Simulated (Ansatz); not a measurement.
# Calculations on BNH₅O₂F

Part 1: Relaxation

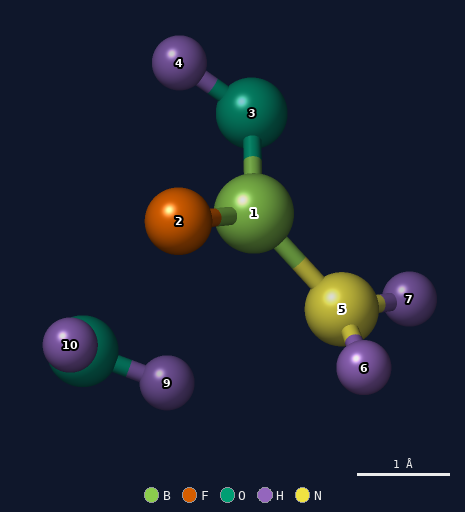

Starting structure of BNH₅O₂F. The picture is a ball-and-stick view, seen face on.

The run prepares an end point of a later path (reaction) calculation, from a guessed geometry.

Method: RKS revPBE-D4/def2-SVP (Ansatz).

Input
```yaml
crystal:
  periodic: [false, false, false]
  atoms:
    - { symbol: B, position_ang: [-0.120931, -0.291333, -0.179416] }
    - { symbol: F, position_ang: [-0.062188, -0.670378, 1.11297] }
    - { symbol: O, position_ang: [1.00537, -0.239937, -0.960672] }
    - { symbol: H, position_ang: [1.813123, -0.298384, -0.42189] }
    - { symbol: "N", position_ang: [-1.405967, -0.017996, -0.746237] }
    - { symbol: H, position_ang: [-2.253824, -0.347085, -0.288627] }
    - { symbol: H, position_ang: [-1.502557, 0.111056, -1.752501] }
    - { symbol: O, position_ang: [-0.097473, 2.078365, 0.923] }
    - { symbol: H, position_ang: [-0.839823, 1.878602, 0.314046] }
    - { symbol: H, position_ang: [-0.24043, 1.38629, 1.616226] }
basis:
  gaussian: { orbitals: def2-SVP }
hamiltonian:
  xc: revpbe
  dispersion: d4
relax:
  f_tol: 0.03
  max_steps: 50
```

Command:
```bash
ansatz run input.yaml --threads 2 --pin off --max-ram 3072MiB --backend cpu --events-out ev --progress --plain --runs-dir out
```

Where does the relaxation end?

Answer. H10 moves most after the best rigid fit: 0.35 Å. Largest moves by element: H 0.35 Å, F 0.19 Å, O 0.13 Å, B 0.10 Å, N 0.04 Å. Near-neighbour distances that change, for instance: B1–F2 1.348 → 1.364 Å, O8–H10 0.990 → 0.976 Å. Over 8 accepted moves (9 points after the start) the energy falls by 4.66 kJ/mol. Largest force component: 0.88 eV/Å at the start, 0.019 eV/Å at the end. The line search rejected the trial step at point 2 of the run. The run took 15 s on 2 threads of Arm Neoverse V2 (shared host), peak memory 0.15 GiB.

Step by step:

```csv
step,"E − E(0), kJ/mol","largest force component, eV/Å",note
0,0.00,0.8814,
1,-3.51,0.3673,
2,-2.81,0.5860,rejected
3,-4.12,0.2499,
4,-4.39,0.2412,
5,-4.53,0.1866,
6,-4.56,0.1004,
7,-4.60,0.1021,
8,-4.66,0.0367,
9,-4.66,0.0194,
```

The structure at the end:

```xyz
10

B    -0.0900   -0.3749   -0.2173
F    -0.0059   -0.8471    1.0592
O     1.0233   -0.2744   -1.0105
H     1.8353   -0.4104   -0.4920
N    -1.3752   -0.0119   -0.7274
H    -2.2291   -0.3326   -0.2730
H    -1.4882    0.1957   -1.7187
O    -0.1784    2.1803    0.9361
H    -0.8216    1.7828    0.3092
H    -0.3750    1.6817    1.7513
```

The end point in the same view:

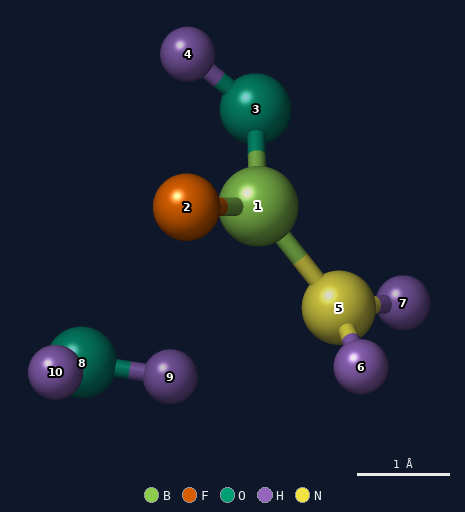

Part 2: Relaxation

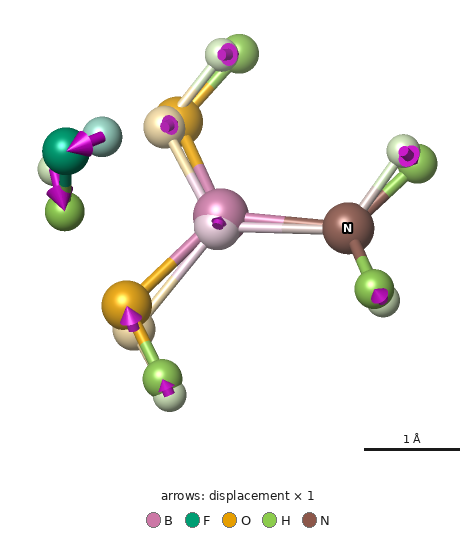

This is a relaxation of BNH$_{5}$O$_{2}$F. The starting structure is drawn faded, the final one solid; purple arrows show the displacements, at their true length. The two geometries are superimposed by the best rigid fit.

The picture is a ball-and-stick view, seen at a tilt.

The run prepares an end point of a later path (reaction) calculation, from a guessed geometry.

These are results of Ansatz, RKS revPBE-D4/def2-SVP, not measurements.

Input
```yaml
crystal:
  periodic: [false, false, false]
  atoms:
    - { symbol: B, position_ang: [-0.113776, 0.561865, -0.386034] }
    - { symbol: F, position_ang: [-0.300506, -0.050714, 2.063556] }
    - { symbol: O, position_ang: [1.12196, -0.071665, -0.366935] }
    - { symbol: H, position_ang: [1.066786, -0.995084, -0.661321] }
    - { symbol: "N", position_ang: [-1.289295, -0.00778, -0.965106] }
    - { symbol: H, position_ang: [-1.360767, -0.999813, -1.187598] }
    - { symbol: H, position_ang: [-2.202922, 0.439751, -0.91374] }
    - { symbol: O, position_ang: [-0.054646, 1.87976, 0.093031] }
    - { symbol: H, position_ang: [-0.935549, 2.285441, 0.141455] }
    - { symbol: H, position_ang: [0.364015, 0.547438, 1.79959] }
basis:
  gaussian: { orbitals: def2-SVP }
hamiltonian:
  xc: revpbe
  dispersion: d4
relax:
  f_tol: 0.03
  max_steps: 50
```

Launched with:
```bash
ansatz run input.yaml --threads 2 --pin off --max-ram 3072MiB --backend cpu --events-out ev --progress --plain --runs-dir out
```

### What happened in the run?

The atom that moves furthest after the best rigid fit is H10 (0.51 Å). By element the largest moves are H 0.51 Å, F 0.47 Å, O 0.29 Å, B 0.13 Å, N 0.03 Å. Among the contacts that change: F2–H10 0.932 → 0.953 Å, B1–O3 1.389 → 1.377 Å, B1–O8 1.404 → 1.411 Å. After 8 accepted moves (9 points after the start) the energy has fallen by 16.9 kJ/mol. The largest force component goes from 0.48 to 0.027 eV/Å. The line search rejected the trial step at point 5 of the run. The run took 18 s on 2 threads of Arm Neoverse V2, on a shared host, peak memory 0.14 GiB.

Limits of the set-up: the start holds two separate molecules, 2.2 Å apart at their closest, whose relative position is a soft coordinate.

Part 3: Path

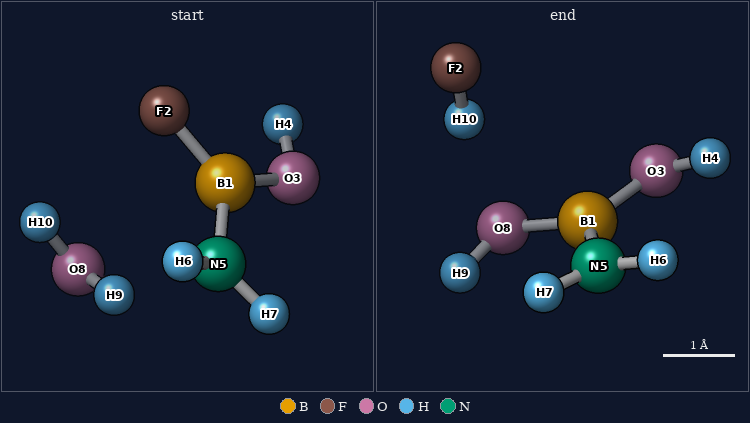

The two relaxed end points of a path for BNH$_{5}$O$_{2}$F. A ball-and-stick model, seen from a free direction.

All numbers below come from RKS revPBE-D4/def2-SVP (Ansatz 0.2.0).

Set-up: 5 movable images; climbing image; force threshold 0.05 eV/Å; iteration limit 60.

Start:
```xyz
10

B    -0.0906   -0.3751   -0.2176
F    -0.0063   -0.8476    1.0588
O     1.0224   -0.2752   -1.0112
H     1.8345   -0.4120   -0.4931
N    -1.3757   -0.0110   -0.7270
H    -2.2297   -0.3312   -0.2724
H    -1.4890    0.1969   -1.7183
O    -0.1767    2.1800    0.9364
H    -0.8204    1.7831    0.3097
H    -0.3733    1.6814    1.7516
```

End:
```xyz
10

B    -0.0571    0.5074   -0.4284
F    -0.2614    0.0354    2.4333
O     1.2023   -0.0211   -0.6036
H     1.1881   -0.8886   -1.0385
N    -1.2494   -0.0089   -1.0156
H    -1.2679   -0.8566   -1.5798
H    -2.1827    0.2934   -0.7413
O    -0.0760    1.6623    0.3814
H    -0.9412    2.1051    0.3599
H    -0.0594    0.7607    1.8493
```

> What barrier does the band find between them, and by what path?

The energy climbs by 114.6 kJ/mol to image 3 and then falls by 79.2 kJ/mol, so the end point sits at +35.3 kJ/mol. Breaking: B1–F2 (1.36 → 1.78 at the top → 2.91 Å), O8–H10 (0.98 → 1.19 at the top → 1.72 Å). Forming: B1–O8 (2.80 → 1.56 at the top → 1.41 Å), F2–H10 (2.65 → 1.21 at the top → 0.95 Å). The band is converged. At the top, the vibrational analysis gives one imaginary mode (758i cm⁻¹), as a transition state must have.

Energies of the converged images:

```json
{"image": "0", "path (Å)": "0.00", "E (kJ/mol)": "0.0"}
{"image": "1", "path (Å)": "0.77", "E (kJ/mol)": "25.3"}
{"image": "2", "path (Å)": "1.55", "E (kJ/mol)": "51.3"}
{"image": "3", "path (Å)": "2.32", "E (kJ/mol)": "114.6"}
{"image": "4", "path (Å)": "4.72", "E (kJ/mol)": "38.7"}
{"image": "5", "path (Å)": "7.11", "E (kJ/mol)": "35.4"}
{"image": "6", "path (Å)": "9.50", "E (kJ/mol)": "35.3"}
```

The geometry at the top of the path:

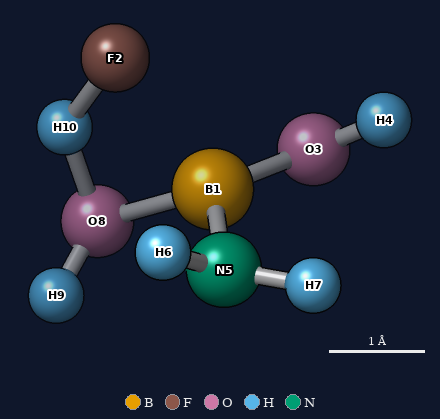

The run took 4.4 min on 2 threads of Arm Neoverse V2, with other jobs on the host, peak memory 0.12 GiB.
